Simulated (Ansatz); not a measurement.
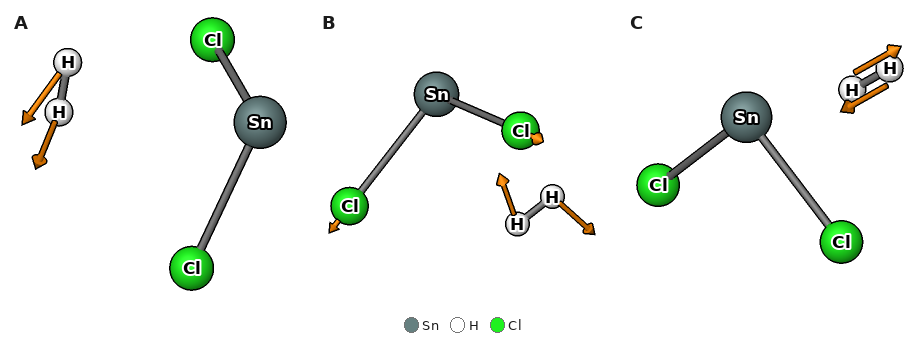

3 normal modes of one molecule or complex, as arrows. Harmonic vibrations computed with RKS PBE0-D4/def2-TZVP, core potentials on Sn (Ansatz 0.2.0) at a stationary point of the same level.

### Match the panels to the wavenumbers 86 cm⁻¹, 356 cm⁻¹, 4371 cm⁻¹.

A: 86 cm⁻¹
B: 356 cm⁻¹
C: 4371 cm⁻¹, H–H stretching
